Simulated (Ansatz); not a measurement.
**AlP+ (quartet): one geometry, many settings at distance Al1–P2 = 4.651 Å**

What do other methods and options give for AlP+ (quartet) at this geometry, and how long do they take?

Method: the settings change from run to run; program: Ansatz 0.2.0, Gaussian basis.

25 further runs of the same task are left out: 6 for a known fault of the program, 12 that didn't finish, 7 set aside as unsound or not needed.

### 1 The geometry

The geometry derives from a PBE0/def2-TZVP stationary point (not a proven minimum). One bond is set to the value named and the two fragments are kept rigid.

2 atoms, charge 1, spin multiplicity 4.

Atoms are counted from 1 here; the program's logs count them from 0.

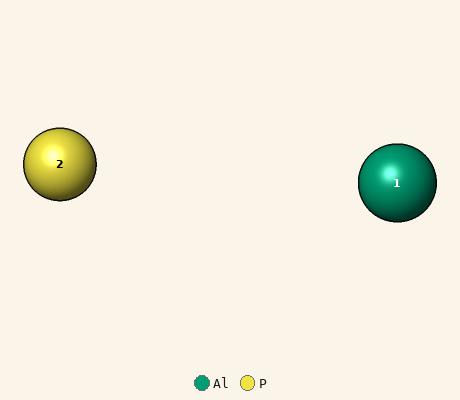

The structure; aluminium teal, phosphorus yellow; atoms are numbered from 1 in the order of the file.

As a file:

| atom | x (Å) | y (Å) | z (Å) |
| --- | --- | --- | --- |
| Al1 | 0.00000 | 0.00000 | 0.00000 |
| P2 | 0.00000 | 0.00000 | 4.65100 |

### 2 BCCD(T) on ROHF/def2-SVPD

in.yaml reads:

```yaml
crystal:
  periodic: [false, false, false]
  atoms:
    - {symbol: Al, position_ang: [0.000000, 0.000000, 0.000000]}
    - {symbol: P, position_ang: [0.000000, 0.000000, 4.651000]}
basis:
  gaussian: {orbitals: def2-SVPD}
total_charge: 1
magnetization: {spin_polarized: false, initial_magnetization: 3}
hamiltonian: {pseudopotentials: {relativity: none}}
correlation: {method: bccd_t, electrons: valence}
output: {forces: true}
```

Launch:

```bash
$ ansatz run in.yaml --threads 1 --pin off --events-out ev --progress --plain --max-ram 2393MiB
```

Standard output (excerpt; [...] marks lines left out):

```text
Functional definition: HF
  name "HF"
  cite "Fock, Z. Phys. 61, 126 (1930) doi:10.1007/BF01340294"
  parent pbe
[...]
427 factors; integrals over basis functions are off by at most 3.2e-4 eV
[...]
mean field -15842.09842418 eV, -582.1863789285 hartree, gradient 1.9e-6 eV, S^2 3.750000; 0 other end points of the search recorded, 0 dependent functions left out
[...]
10 core orbitals not correlated: weight in the atoms' cores, before any rotation towards them, 1.000 or more for the frozen orbitals, at most 0.000 for the correlated occupied ones
reference -15842.09842418 eV, -582.1863789285 hartree; 5, 2 occupied and 33, 36 virtual orbitals, 427 factors
second order -2.55389699 eV of doubles, -0.00412640 eV of singles
cycle   1  -3.15117832 eV  change   -5.9e-1 eV  update   7.1e-2
[...]
cycle  12  -3.40000880 eV  change   -2.1e-6 eV  update   1.4e-6
perturbative correction -0.04641529 eV, -0.0017057304 hartree
[...]
Total energy: -15845.54484827 eV, -582.3130326777 hartree
Atom 0 at     0.000000     0.000000     0.000000 Å, force     0.000000    -0.000000     0.100271 eV/Å
Atom 1 at     0.000000     0.000000     4.651000 Å, force    -0.000000    -0.000000    -0.100271 eV/Å
Dipole moment:    -0.000000    -0.000000    -2.273414 e Å
```

Run time: 2.6 s. Hardware: 1 thread of Arm Neoverse V2, shared host.

From the report: correlation -3.4464 eV; largest double amplitude 0.12.

### 3 CASCI(3,5)/cc-pVDZ

in.yaml reads:

```yaml
crystal:
  periodic: [false, false, false]
  atoms:
    - {symbol: Al, position_ang: [0.000000, 0.000000, 0.000000]}
    - {symbol: P, position_ang: [0.000000, 0.000000, 4.651000]}
basis:
  gaussian: {orbitals: cc-pVDZ}
total_charge: 1
magnetization: {spin_polarized: false, initial_magnetization: 3}
correlation: {active_space: {window: {electrons: 3, orbitals: 5}, fixed_orbitals: true, states: [{multiplicity: 4, weights: [0.5, 0.5, 1, 1]}]}}
accuracy: high
```

Launched as before.

Standard output:

```text
Functional definition: HF
  name "HF"
  cite "Fock, Z. Phys. 61, 126 (1930) doi:10.1007/BF01340294"
  parent pbe
  exchange = exact_x
  correlation = 0
642 factors; integrals over basis functions are off by at most 2.8e-9 eV
mean field evaluation 1: about -15847.0753 eV, gradient 6.2e0 eV
mean field evaluation 2: about -15847.0930 eV, gradient 6.0e0 eV
mean field evaluation 4: about -15847.3353 eV, gradient 7.8e-1 eV
mean field evaluation 8: about -15847.3395 eV, gradient 5.4e-1 eV
mean field evaluation 16: about -15847.3511 eV, gradient 2.8e-5 eV
mean field -15847.35110454 eV, -582.3794113716 hartree, gradient 9.6e-9 eV, S^2 3.750000; 0 other end points of the search recorded, 0 dependent functions left out
reference -15847.35110454 eV, -582.3794113716 hartree; 15, 12 occupied and 21, 24 virtual orbitals, 642 factors
state -15847.35110530 eV, -582.3794113993 hartree
state -15841.82709822 eV, -582.1764078836 hartree
state -15841.82709822 eV, -582.1764078836 hartree
state -15841.78539264 eV, -582.1748752319 hartree
Total energy: -15842.73386421 eV, -582.2097309190 hartree
```

Run time: 0.42 s. Hardware: 1 thread of Arm Neoverse V2, shared host.

From the report: 4 determinants; active occupations (of the averaged states) 0.83, 0.83, 0.50, 0.50, 0.33.

### 4 MP2 on UHF/cc-pVDZ

in.yaml reads:

```yaml
crystal:
  periodic: [false, false, false]
  atoms:
    - {symbol: Al, position_ang: [0.000000, 0.000000, 0.000000]}
    - {symbol: P, position_ang: [0.000000, 0.000000, 4.651000]}
basis:
  gaussian: {orbitals: cc-pVDZ}
total_charge: 1
magnetization: {spin_polarized: true, initial_magnetization: 3}
hamiltonian: {pseudopotentials: {relativity: scalar}}
correlation: {method: mp2, electrons: outside_noble_gas}
scf: {lower_state_search: light}
output: {forces: true}
```

The command is unchanged.

Standard output (excerpt; [...] marks lines left out):

```text
Functional definition: HF
  name "HF"
  cite "Fock, Z. Phys. 61, 126 (1930) doi:10.1007/BF01340294"
  parent pbe
[...]
374 factors; integrals over basis functions are off by at most 2.5e-4 eV
[...]
mean field -15877.96427470 eV, -583.5044246245 hartree, gradient 3.3e-6 eV, S^2 3.750157; 6 other end points of the search recorded, 0 dependent functions left out
10 core orbitals not correlated: weight in the atoms' cores, before any rotation towards them, 1.000 or more for the frozen orbitals, at most 0.000 for the correlated occupied ones
reference -15877.96427470 eV, -583.5044246245 hartree; 5, 2 occupied and 21, 24 virtual orbitals, 374 factors
second order -2.41978017 eV of doubles, -0.00000000 eV of singles
[...]
Total energy: -15880.38405487 eV, -583.5933499055 hartree
Relativity: scalar
Atom 0 at     0.000000     0.000000     0.000000 Å, force     0.000000     0.000000     0.073917 eV/Å
Atom 1 at     0.000000     0.000000     4.651000 Å, force    -0.000000    -0.000000    -0.073917 eV/Å
Dipole moment:     0.000000     0.000000    -2.341067 e Å
```

Wall time 0.55 s (1 thread of Arm Neoverse V2, shared host).

From the report: ⟨S²⟩ of the determinant 3.750 (pure quartet: 3.75).

### 5 CCSDT on ROHF/6-31++G**

in.yaml reads:

```yaml
crystal:
  periodic: [false, false, false]
  atoms:
    - {symbol: Al, position_ang: [0.000000, 0.000000, 0.000000]}
    - {symbol: P, position_ang: [0.000000, 0.000000, 4.651000]}
basis:
  gaussian: {orbitals: "6-31++G**"}
total_charge: 1
magnetization: {spin_polarized: false, initial_magnetization: 3}
correlation: {method: ccsdt, electrons: outside_noble_gas, diis_vectors: 2}
accuracy: high
```

Launched as before.

Standard output (excerpt; [...] marks lines left out):

```text
Functional definition: HF
  name "HF"
  cite "Fock, Z. Phys. 61, 126 (1930) doi:10.1007/BF01340294"
  parent pbe
[...]
679 factors; integrals over basis functions are off by at most 4.1e-9 eV
[...]
mean field -15846.41413325 eV, -582.3449783116 hartree, gradient 2.1e-8 eV, S^2 3.750000; 0 other end points of the search recorded, 0 dependent functions left out
[...]
10 core orbitals not correlated: weight in the atoms' cores, before any rotation towards them, 1.000 or more for the frozen orbitals, at most 0.000 for the correlated occupied ones
reference -15846.41413325 eV, -582.3449783116 hartree; 5, 2 occupied and 31, 34 virtual orbitals, 679 factors
second order -2.28231768 eV of doubles, -0.00591452 eV of singles
cycle   1  -2.83164316 eV  change   -5.4e-1 eV  update   7.0e-2
[...]
cycle  55  -3.11407556 eV  change  -3.0e-13 eV  update  2.4e-10
Total energy: -15849.52820881 eV, -582.4594184775 hartree
```

It took 12 s on 1 thread of Arm Neoverse V2, shared host.

From the report: correlation -3.1141 eV; T1 0.008; largest double amplitude 0.11.

### 6 NEVPT2(3,5)/cc-pVDZ

in.yaml reads:

```yaml
crystal:
  periodic: [false, false, false]
  atoms:
    - {symbol: Al, position_ang: [0.000000, 0.000000, 0.000000]}
    - {symbol: P, position_ang: [0.000000, 0.000000, 4.651000]}
basis:
  gaussian: {orbitals: cc-pVDZ}
total_charge: 1
magnetization: {spin_polarized: false, initial_magnetization: 3}
correlation: {method: sc_nevpt2, electrons: outside_noble_gas, active_space: {window: {electrons: 3, orbitals: 5}}}
```

Launched as before.

Standard output:

```text
Functional definition: HF
  name "HF"
  cite "Fock, Z. Phys. 61, 126 (1930) doi:10.1007/BF01340294"
  parent pbe
  exchange = exact_x
  correlation = 0
374 factors; integrals over basis functions are off by at most 2.5e-4 eV
mean field evaluation 1: about -15847.0782 eV, gradient 6.1e0 eV
mean field evaluation 2: about -15847.0921 eV, gradient 6.0e0 eV
mean field evaluation 4: about -15847.3351 eV, gradient 7.8e-1 eV
mean field evaluation 8: about -15847.3393 eV, gradient 5.5e-1 eV
mean field evaluation 16: about -15847.3511 eV, gradient 2.8e-5 eV
mean field -15847.35108989 eV, -582.3794108329 hartree, gradient 2.2e-6 eV, S^2 3.750000; 0 other end points of the search recorded, 0 dependent functions left out
reference -15847.35108989 eV, -582.3794108329 hartree; 15, 12 occupied and 21, 24 virtual orbitals, 374 factors
state -15847.47967439 eV, -582.3841362264 hartree
state -15847.47967439 eV, -582.3841362264 hartree; corrected -15849.82890982 eV, -582.4704690361 hartree
Total energy: -15849.82890982 eV, -582.4704690361 hartree
```

Run time: 1.4 s. Hardware: 1 thread of Arm Neoverse V2, shared host.

From the report: 3 determinants; active occupations 1.00, 1.00, 1.00, 0.00, 0.00.

### 7 CASSCF(7,8)/cc-pVDZ

Changes to in.yaml since step 6:

```diff
@@ -9,2 +9,4 @@
 magnetization: {spin_polarized: false, initial_magnetization: 3}
-correlation: {method: sc_nevpt2, electrons: outside_noble_gas, active_space: {window: {electrons: 3, orbitals: 5}}}
+correlation: {active_space: {window: {electrons: 7, orbitals: 8}}}
+accuracy: high
+output: {forces: true}
```

Launched as before.

Standard output (excerpt; [...] marks lines left out):

```text
Functional definition: HF
  name "HF"
  cite "Fock, Z. Phys. 61, 126 (1930) doi:10.1007/BF01340294"
  parent pbe
[...]
642 factors; integrals over basis functions are off by at most 2.8e-9 eV
[...]
mean field -15847.35110454 eV, -582.3794113716 hartree, gradient 9.6e-9 eV, S^2 3.750000; 0 other end points of the search recorded, 0 dependent functions left out
reference -15847.35110454 eV, -582.3794113716 hartree; 15, 12 occupied and 21, 24 virtual orbitals, 642 factors
state -15848.36179638 eV, -582.4165536116 hartree
[...]
Total energy: -15848.36179638 eV, -582.4165536116 hartree
Atom 0 at     0.000000     0.000000     0.000000 Å, force     0.000000    -0.000000     0.052920 eV/Å
Atom 1 at     0.000000     0.000000     4.651000 Å, force    -0.000000     0.000000    -0.052920 eV/Å
Dipole moment:    -0.000000     0.000000    -2.342088 e Å
```

Wall time 4 s (1 thread of Arm Neoverse V2, shared host).

From the report: 1,568 determinants; active occupations 2.00, 1.88, 1.00, 1.00, 1.00, 0.04, 0.04, 0.04.

### 8 CCSDT on ROHF/def2-SVPD

in.yaml reads:

```yaml
crystal:
  periodic: [false, false, false]
  atoms:
    - {symbol: Al, position_ang: [0.000000, 0.000000, 0.000000]}
    - {symbol: P, position_ang: [0.000000, 0.000000, 4.651000]}
basis:
  gaussian: {orbitals: def2-SVPD, point_charges: [{charge: 1.00, position_ang: [3.556, 0.073, 0.264]}]}
total_charge: 1
magnetization: {spin_polarized: false, initial_magnetization: 3}
correlation: {method: ccsdt, electrons: outside_noble_gas}
scf: {lower_state_search: light}
output: {forces: true}
```

Launched as before.

Standard output (excerpt; [...] marks lines left out):

```text
Functional definition: HF
  name "HF"
  cite "Fock, Z. Phys. 61, 126 (1930) doi:10.1007/BF01340294"
  parent pbe
[...]
680 factors; integrals over basis functions are off by at most 1.6e-7 eV
[...]
mean field -15838.38106237 eV, -582.0497684017 hartree, gradient 2.0e-6 eV, S^2 3.750000; 1 other end points of the search recorded, 0 dependent functions left out
determinant -15838.38106237 eV, -582.0497684017 hartree, with singles and doubles -15841.78320714 eV, -582.1747949161 hartree
determinant -15836.08355069 eV, -581.9653364050 hartree, with singles and doubles -15839.50194640 eV, -582.0909601302 hartree
10 core orbitals not correlated: weight in the atoms' cores, before any rotation towards them, 1.000 or more for the frozen orbitals, at most 0.000 for the correlated occupied ones
reference -15838.38106237 eV, -582.0497684017 hartree; 5, 2 occupied and 33, 36 virtual orbitals, 680 factors
second order -2.54432810 eV of doubles, -0.00423169 eV of singles
cycle   1  -3.13537262 eV  change   -5.9e-1 eV  update   7.3e-2
[...]
cycle  22  -3.44641837 eV  change    4.5e-8 eV  update   7.4e-7
[...]
Total energy: -15841.82748073 eV, -582.1764219406 hartree
Atom 0 at     0.000000     0.000000     0.000000 Å, force    -0.840167    -0.017248     0.102945 eV/Å
Atom 1 at     0.000000     0.000000     4.651000 Å, force     0.012258     0.000252    -0.180443 eV/Å
Dipole moment:    -0.383793    -0.007879    -2.138656 e Å
```

Wall time 46 s (1 thread of Arm Neoverse V2, shared host); peak memory 0.47 GiB.

From the report: correlation -3.4464 eV; T1 0.011; largest double amplitude 0.11.

### 9 BCCD on ROHF/def2-SVP

in.yaml reads:

```yaml
crystal:
  periodic: [false, false, false]
  atoms:
    - {symbol: Al, position_ang: [0.000000, 0.000000, 0.000000]}
    - {symbol: P, position_ang: [0.000000, 0.000000, 4.651000]}
basis:
  gaussian: {orbitals: def2-SVP}
total_charge: 1
magnetization: {spin_polarized: false, initial_magnetization: 3}
correlation: {method: bccd, electrons: outside_noble_gas, diis_vectors: 2}
output: {forces: true}
```

Launched as before.

Standard output (excerpt; [...] marks lines left out):

```text
Functional definition: HF
  name "HF"
  cite "Fock, Z. Phys. 61, 126 (1930) doi:10.1007/BF01340294"
  parent pbe
[...]
319 factors; integrals over basis functions are off by at most 8.8e-5 eV
[...]
mean field -15842.05350032 eV, -582.1847280070 hartree, gradient 2.9e-6 eV, S^2 3.750000; 0 other end points of the search recorded, 0 dependent functions left out
[...]
10 core orbitals not correlated: weight in the atoms' cores, before any rotation towards them, 1.000 or more for the frozen orbitals, at most 0.000 for the correlated occupied ones
reference -15842.05350032 eV, -582.1847280070 hartree; 5, 2 occupied and 21, 24 virtual orbitals, 319 factors
second order -2.37166096 eV of doubles, -0.00133463 eV of singles
cycle   1  -2.93856439 eV  change   -5.7e-1 eV  update   6.9e-2
[...]
cycle  13  -3.18301340 eV  change   -3.3e-7 eV  update   2.2e-6
[...]
Total energy: -15845.23651371 eV, -582.3017015919 hartree
Atom 0 at     0.000000     0.000000     0.000000 Å, force     0.000000     0.000000     0.077889 eV/Å
Atom 1 at     0.000000     0.000000     4.651000 Å, force     0.000000    -0.000000    -0.077889 eV/Å
Dipole moment:    -0.000000    -0.000000    -2.341703 e Å
```

Wall time 0.99 s (1 thread of Arm Neoverse V2, shared host).

From the report: correlation -3.1830 eV; largest double amplitude 0.12.

### 10 CCSD(T) on ROHF/cc-pVDZ

in.yaml reads:

```yaml
crystal:
  periodic: [false, false, false]
  atoms:
    - {symbol: Al, position_ang: [0.000000, 0.000000, 0.000000]}
    - {symbol: P, position_ang: [0.000000, 0.000000, 4.651000]}
basis:
  gaussian: {orbitals: cc-pVDZ}
total_charge: 1
magnetization: {spin_polarized: false, initial_magnetization: 3}
correlation: {method: ccsd_t, electrons: all}
```

Same command.

Standard output (excerpt; [...] marks lines left out):

```text
Functional definition: HF
  name "HF"
  cite "Fock, Z. Phys. 61, 126 (1930) doi:10.1007/BF01340294"
  parent pbe
[...]
374 factors; integrals over basis functions are off by at most 2.5e-4 eV
[...]
mean field -15847.35108989 eV, -582.3794108329 hartree, gradient 2.2e-6 eV, S^2 3.750000; 0 other end points of the search recorded, 0 dependent functions left out
[...]
reference -15847.35108989 eV, -582.3794108329 hartree; 15, 12 occupied and 21, 24 virtual orbitals, 374 factors
second order -2.70259940 eV of doubles, -0.00105020 eV of singles
cycle   1  -3.28205272 eV  change   -5.8e-1 eV  update   7.0e-2
[...]
cycle   9  -3.53302004 eV  change    5.7e-7 eV  update   1.0e-5
perturbative correction -0.03835148 eV, -0.0014093907 hartree
Total energy: -15850.92246140 eV, -582.5106563153 hartree
```

It took 1.4 s on 1 thread of Arm Neoverse V2, shared host.

From the report: correlation -3.5714 eV; T1 0.003; largest double amplitude 0.11.

### 11 All runs side by side

Where basis and cores are those of an earlier FCI/cc-pVDZ run (-15850.6609 eV), and the state is the same kind, the miss against it is given.

| level | correlated | functions | energy (eV) | from FCI (meV) | time |
| --- | --- | --- | --- | --- | --- |
| BCCD(T) on ROHF/def2-SVPD | valence | 48 | -15845.5448 |  | 2.6 s |
| CASCI(3,5)/cc-pVDZ (mean of several states) |  | 36 | -15842.7339 |  | 0.42 s |
| MP2 on UHF/cc-pVDZ (relativity set) | outside noble gas | 36 | -15880.3841 |  | 0.55 s |
| CCSDT on ROHF/6-31++G** | outside noble gas | 46 | -15849.5282 |  | 12 s |
| NEVPT2(3,5)/cc-pVDZ | outside noble gas | 36 | -15849.8289 | 832.0 | 1.4 s |
| CASSCF(7,8)/cc-pVDZ |  | 36 | -15848.3618 | 2299.1 | 4 s |
| CCSDT on ROHF/def2-SVPD (beside a point charge) | outside noble gas | 48 | -15841.8275 |  | 46 s |
| BCCD on ROHF/def2-SVP | outside noble gas | 36 | -15845.2365 |  | 0.99 s |
| CCSD(T) on ROHF/cc-pVDZ | all | 36 | -15850.9225 |  | 1.4 s |

### 12 Outcome

```
quantity                                                  value
    runs                                                      9
quickest    CASCI(3,5)/cc-pVDZ (mean of several states), 0.42 s
 slowest  CCSDT on ROHF/def2-SVPD (beside a point charge), 46 s
```

Total energies in different bases, with other cores or another treatment of relativity can't be set against each other. CCSDT on ROHF/def2-SVPD (beside a point charge) took 110 times as long as CASCI(3,5)/cc-pVDZ (mean of several states); the jobs differ in more than the method. Hartree-Fock, CASSCF and CASCI lack dynamic correlation by design.
